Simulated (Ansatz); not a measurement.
Molecular dynamics of GaH₄ClO₂ (part 3 of 3)

GaH₄ClO₂; RKS PBE0-D4/def2-SVP (Ansatz 0.2.0). It belongs to a series of runs on one base structure; here: dynamics from the highest image of the converged band.

Geometry of the input (Å):
```
Ga -0.0009  0.1300  0.1005
O  0.1650  0.0371  2.0019
H  -0.6177  -0.2647  2.4843
Cl 1.6975  -0.4362  -1.0727
O  -1.6754  -0.1967  -0.3971
H  -1.7708  -0.4429  -1.3230
H  0.1818  1.8373  0.7143
H  0.1482  1.2751  1.5351
```

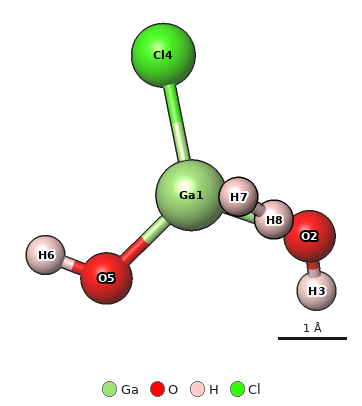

*The geometry at step 36 of the log (ball-and-stick view, seen at a tilt; atoms are numbered from 1 in the order of the input).*

**What the program printed, continued**
```
md step   193: t =    96.50 fs  T =   535.1 K  F+E_penalty+E_count = -69032.60232276 eV  E_kin = 0.415035 eV  conserved = -69032.18728771 eV  (30 SCF iters, 3 dispersion substeps)
md step   194: t =    97.00 fs  T =   545.1 K  F+E_penalty+E_count = -69032.61049680 eV  E_kin = 0.422774 eV  conserved = -69032.18772230 eV  (31 SCF iters, 3 dispersion substeps)
md step   195: t =    97.50 fs  T =   553.7 K  F+E_penalty+E_count = -69032.61745244 eV  E_kin = 0.429390 eV  conserved = -69032.18806223 eV  (31 SCF iters, 3 dispersion substeps)
md step   196: t =    98.00 fs  T =   554.2 K  F+E_penalty+E_count = -69032.61792044 eV  E_kin = 0.429808 eV  conserved = -69032.18811229 eV  (28 SCF iters, 3 dispersion substeps)
md step   197: t =    98.50 fs  T =   545.6 K  F+E_penalty+E_count = -69032.61102383 eV  E_kin = 0.423141 eV  conserved = -69032.18788316 eV  (31 SCF iters, 3 dispersion substeps)
md step   198: t =    99.00 fs  T =   532.1 K  F+E_penalty+E_count = -69032.60023069 eV  E_kin = 0.412701 eV  conserved = -69032.18752934 eV  (31 SCF iters, 3 dispersion substeps)
md step   199: t =    99.50 fs  T =   520.6 K  F+E_penalty+E_count = -69032.59101620 eV  E_kin = 0.403776 eV  conserved = -69032.18724044 eV  (32 SCF iters, 3 dispersion substeps)
these checks for a lower state are left out or cut short: starts, cluster_reference, orbital_swaps, neighbouring_geometries, increment
990 factors; integrals over basis functions are off by at most 6.0e-4 eV
mean field -69032.48100886 eV, -2536.8968851793 hartree, gradient 6.8e-6 eV, S^2 0.000000; 0 other end points of the search recorded, 0 dependent functions left out
the calculation of the forces begins
reference -69032.48104253 eV, -2536.8968864166 hartree; 34, 34 occupied and 64, 64 virtual orbitals, 990 factors
990 factors; integrals over basis functions are off by at most 6.0e-4 eV
mean field -69032.48100886 eV, -2536.8968851793 hartree, gradient 6.8e-6 eV, S^2 0.000000; 1 other end points of the search recorded, 0 dependent functions left out
the calculation of the forces begins
reference -69032.48104253 eV, -2536.8968864166 hartree; 34, 34 occupied and 64, 64 virtual orbitals, 990 factors
md step   200: t =   100.00 fs  T =   516.7 K  F+E_penalty+E_count = -69032.58789243 eV  E_kin = 0.400737 eV  conserved = -69032.18715572 eV  (27 SCF iters, 3 dispersion substeps)
```

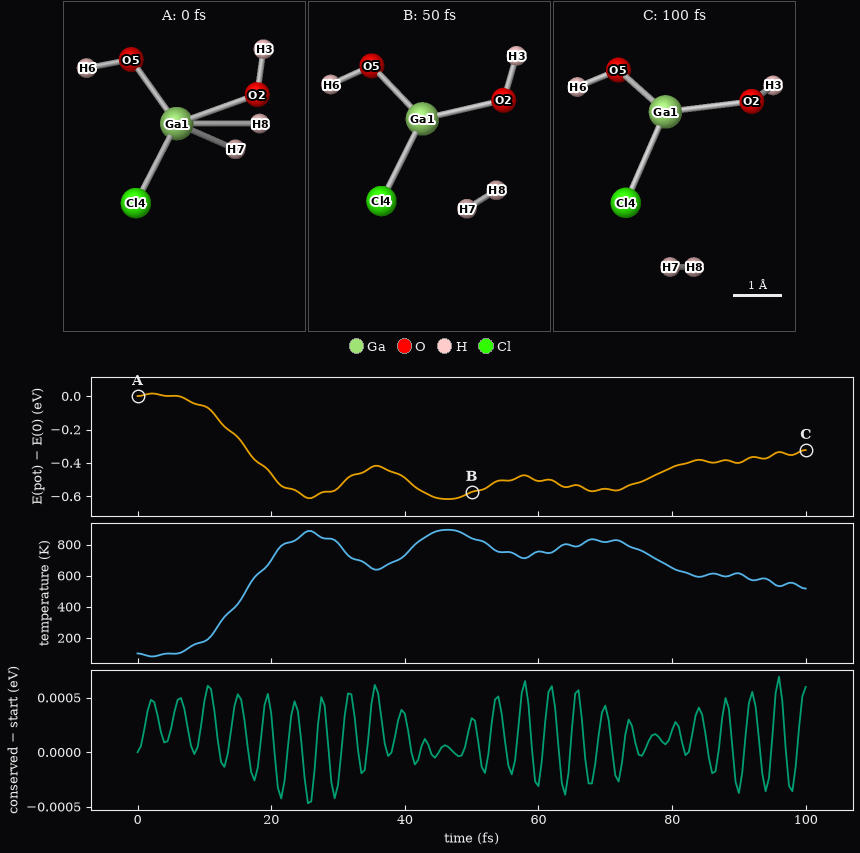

*Frames of the molecular dynamics (ball-and-stick, seen at a tilt) above the curves, on which the letters mark them.*

The trajectory kept here has 201 frames over 100 fs. The temperature starts at 100 K, ranges from 81 to 895 K and averages 697 K over the second half. The potential energy ends 0.323 eV below its first value. The conserved quantity stays within 0.0012 eV. After an unweighted best fit of the last frame on the first, the root-mean-square displacement is 1.87 Å, and H8 has moved furthest (3.50 Å).

```
Total energy: -69032.58792610 eV, -2536.9008143153 hartree
Atom 0 at    -0.053029    -0.228687     0.219262 Å, force     1.182347     1.251326     1.423202 eV/Å
Atom 1 at     0.222217     0.026139     2.021874 Å, force    -0.494702     0.096801    -0.989970 eV/Å
Atom 2 at    -0.308688     0.727802     2.463769 Å, force     0.312602    -0.820364    -0.755076 eV/Å
Atom 3 at     1.670947    -0.209751    -1.106238 Å, force    -0.344245    -0.357032     0.403801 eV/Å
Atom 4 at    -1.545337     0.230045    -0.571465 Å, force    -0.742974    -0.151762     0.636226 eV/Å
Atom 5 at    -1.492703     0.284435    -1.518751 Å, force     0.086816    -0.016922    -0.718565 eV/Å
Atom 6 at     0.723400     5.488529    -1.262699 Å, force    -0.156820     0.763406     0.472531 eV/Å
Atom 7 at     0.586662     6.149388    -0.854564 Å, force     0.156976    -0.765453    -0.472149 eV/Å
Dipole moment:    -0.323998     0.007352    -0.086548 e Å
```

**Trajectory as extended XYZ (Å, eV, eV/Å), 12 of the 201 frames kept, from step=0 to step=200**
```
8
Properties=species:S:1:pos:R:3:forces:R:3 step=0 time_fs=0.0 energy=-69032.26531 temperature=100.0
Ga   -0.0009    0.1300    0.1005    0.0162  -0.0091   0.0202
O     0.1650    0.0371    2.0019   -0.0215   0.0041  -0.0179
H    -0.6177   -0.2647    2.4843    0.0139  -0.0014  -0.0019
Cl    1.6975   -0.4362   -1.0727   -0.0108   0.0018   0.0037
O    -1.6754   -0.1967   -0.3971    0.0190  -0.0007  -0.0151
H    -1.7708   -0.4429   -1.3230   -0.0147   0.0025   0.0088
H     0.1818    1.8373    0.7143   -0.0015  -0.0010   0.0015
H     0.1482    1.2751    1.5351   -0.0005   0.0037   0.0008
8
Properties=species:S:1:pos:R:3:forces:R:3 step=18 time_fs=9.0 energy=-69032.31580 temperature=165.2
Ga   -0.0063    0.1269    0.1095   -0.0385  -1.0840   1.1303
O     0.1760    0.0387    2.0240    0.1981  -0.1024  -1.1192
H    -0.5550   -0.3183    2.5339   -0.2213  -0.1909   0.0243
Cl    1.7010   -0.4369   -1.0817   -0.2379   0.2307   0.1425
O    -1.6786   -0.1981   -0.4272    0.2684   0.1831  -0.2939
H    -1.7390   -0.3621   -1.3801   -0.0317   0.0395   0.2679
H     0.1826    1.8815    0.6836    0.1207   0.6782  -0.3555
H     0.1803    1.4399    1.3986   -0.0578   0.2459   0.2035
8
Properties=species:S:1:pos:R:3:forces:R:3 step=36 time_fs=18.0 energy=-69032.66183 temperature=611.1
Ga   -0.0119    0.1135    0.1303    0.1686  -1.1606   1.6524
O     0.1869    0.0357    2.0001    0.3778   0.3667  -1.7517
H    -0.5019   -0.4145    2.4825   -0.4632  -0.3078   0.0651
Cl    1.6995   -0.4328   -1.0876   -0.3875   0.4061   0.2384
O    -1.6692   -0.1894   -0.4591    0.1994   0.2972  -0.4768
H    -1.7400   -0.2843   -1.4246    0.0527   0.0413   0.4742
H     0.2523    2.2135    0.5847    0.0215   0.2765  -0.3545
H     0.1739    1.8165    1.2464    0.0307   0.0806   0.1529
8
Properties=species:S:1:pos:R:3:forces:R:3 step=55 time_fs=27.5 energy=-69032.84269 temperature=845.1
Ga   -0.0158    0.0860    0.1686    0.3262  -0.7829  -0.9736
O     0.1963    0.0359    1.9102    0.6579   0.5838   0.0874
H    -0.4736   -0.5265    2.2749   -0.6989  -0.4415   0.5870
Cl    1.6889   -0.4192   -1.0883   -0.3984   0.4203   0.2481
O    -1.6470   -0.1629   -0.4928   -0.0610   0.2642  -0.5954
H    -1.7277   -0.2071   -1.4646    0.1747   0.0207   0.6945
H     0.3295    2.6889    0.3803    0.1548   0.3548  -0.9186
H     0.2017    2.3782    1.0388   -0.1553  -0.4195   0.8707
8
Properties=species:S:1:pos:R:3:forces:R:3 step=73 time_fs=36.5 energy=-69032.68964 temperature=647.5
Ga   -0.0165    0.0508    0.1934    0.1536  -0.4837  -3.6314
O     0.2054    0.0367    1.8539    0.8863   0.4708   2.6592
H    -0.4590   -0.5357    2.2110   -0.6925  -0.4145   0.8587
Cl    1.6703   -0.3970   -1.0837   -0.1915   0.3246   0.1061
O    -1.6247   -0.1228   -0.5212   -0.2185   0.2160  -0.6783
H    -1.6423   -0.1452   -1.4968    0.0672  -0.0208   0.6865
H     0.3925    3.1099    0.1368    0.0847   0.0635  -0.4265
H     0.2406    2.9090    0.8435   -0.0894  -0.1560   0.4256
8
Properties=species:S:1:pos:R:3:forces:R:3 step=91 time_fs=45.5 energy=-69032.87957 temperature=892.1
Ga   -0.0154    0.0098    0.1848    0.1062  -0.4175   0.0432
O     0.2227    0.0332    1.9215    0.7460   0.4221  -0.0840
H    -0.4458   -0.4053    2.4311   -0.6829  -0.2384   0.4084
Cl    1.6479   -0.3678   -1.0770    0.2751   0.1631  -0.1641
O    -1.6111   -0.0714   -0.5505   -0.2734   0.1454  -0.7562
H    -1.5326   -0.1108   -1.5218   -0.1689  -0.0094   0.5504
H     0.4499    3.4837   -0.1094   -0.1231  -0.0788   0.5487
H     0.2816    3.4163    0.6477    0.1209   0.0134  -0.5464
8
Properties=species:S:1:pos:R:3:forces:R:3 step=109 time_fs=54.5 energy=-69032.76946 temperature=750.5
Ga   -0.0139   -0.0355    0.1748   -0.4335  -0.0515   2.6271
O     0.2468    0.0296    2.0142    0.4543   0.0728  -2.2140
H    -0.4808   -0.1502    2.6045   -0.5845  -0.0427  -0.0278
Cl    1.6316   -0.3351   -1.0740    0.7396  -0.0139  -0.4113
O    -1.6104   -0.0119   -0.5878   -0.0389   0.0357  -0.3634
H    -1.5145   -0.0992   -1.5516   -0.1362   0.0417   0.3889
H     0.5015    3.8285   -0.3342   -0.2015   0.0674   0.8848
H     0.3266    3.9018    0.4321    0.2006  -0.1095  -0.8843
8
Properties=species:S:1:pos:R:3:forces:R:3 step=127 time_fs=63.5 energy=-69032.80442 temperature=794.8
Ga   -0.0171   -0.0815    0.1910   -0.6802   0.2991   1.7952
O     0.2674    0.0238    2.0274   -0.3084  -0.1293  -2.0709
H    -0.5667    0.1641    2.4878   -0.1182   0.0070   0.0401
Cl    1.6305   -0.3024   -1.0794    0.6834  -0.1128  -0.3628
O    -1.6122    0.0509   -0.6227    0.3190  -0.0777   0.3874
H    -1.5655   -0.0844   -1.5793    0.1049   0.0379   0.2101
H     0.5474    4.1628   -0.5321   -0.0629   0.0633   0.2698
H     0.3766    4.3652    0.1901    0.0624  -0.0877  -0.2688
8
Properties=species:S:1:pos:R:3:forces:R:3 step=145 time_fs=72.5 energy=-69032.82111 temperature=816.5
Ga   -0.0275   -0.1245    0.2252   -0.3613   0.2710  -1.2008
O     0.2614    0.0155    1.9559   -0.4599   0.1577  -0.0203
H    -0.5354    0.4499    2.2894    0.0869  -0.0845   0.4610
Cl    1.6437   -0.2722   -1.0922    0.1515  -0.1625  -0.0037
O    -1.5996    0.1110   -0.6320    0.4457  -0.1805   0.8025
H    -1.5443   -0.0578   -1.5778    0.1373   0.0119  -0.0401
H     0.5903    4.4952   -0.7154    0.1714  -0.3432  -0.6867
H     0.4291    4.8113   -0.0657   -0.1717   0.3302   0.6881
8
Properties=species:S:1:pos:R:3:forces:R:3 step=164 time_fs=82.0 energy=-69032.66911 temperature=620.6
Ga   -0.0428   -0.1665    0.2465    0.0951   0.3299  -3.3319
O     0.2308    0.0175    1.8918    0.1141   0.6106   3.0494
H    -0.3602    0.6376    2.3522    0.2396  -0.4718  -0.1528
Cl    1.6611   -0.2443   -1.1058   -0.3306  -0.2504   0.3532
O    -1.5651    0.1639   -0.6079   -0.0660  -0.2125   0.6455
H    -1.4338   -0.0011   -1.5392   -0.0520   0.0010  -0.5646
H     0.6374    4.8379   -0.9133    0.1046  -0.3007  -0.3890
H     0.4824    5.2790   -0.3303   -0.1048   0.2939   0.3902
8
Properties=species:S:1:pos:R:3:forces:R:3 step=182 time_fs=91.0 energy=-69032.64691 temperature=592.2
Ga   -0.0550   -0.2022    0.2347    1.4076   0.8281  -0.1289
O     0.2161    0.0306    1.9439    0.0997   0.1288   0.9100
H    -0.2282    0.7006    2.4956    0.0646  -0.5704  -0.7028
Cl    1.6709   -0.2235   -1.1112   -0.4679  -0.3259   0.4827
O    -1.5350    0.2004   -0.5793   -1.0008  -0.0751   0.1470
H    -1.4046    0.1184   -1.5193   -0.1032   0.0182  -0.7087
H     0.6823    5.1570   -1.0970   -0.1098   0.4159   0.3812
H     0.5326    5.7219   -0.5837    0.1099  -0.4196  -0.3805
8
Properties=species:S:1:pos:R:3:forces:R:3 step=200 time_fs=100.0 energy=-69032.58789 temperature=516.7
Ga   -0.0530   -0.2287    0.2193    1.1823   1.2513   1.4232
O     0.2222    0.0261    2.0219   -0.4947   0.0968  -0.9900
H    -0.3087    0.7278    2.4638    0.3126  -0.8204  -0.7551
Cl    1.6709   -0.2098   -1.1062   -0.3442  -0.3570   0.4038
O    -1.5453    0.2300   -0.5715   -0.7430  -0.1518   0.6362
H    -1.4927    0.2844   -1.5188    0.0868  -0.0169  -0.7186
H     0.7234    5.4885   -1.2627   -0.1568   0.7634   0.4725
H     0.5867    6.1494   -0.8546    0.1570  -0.7655  -0.4721
```
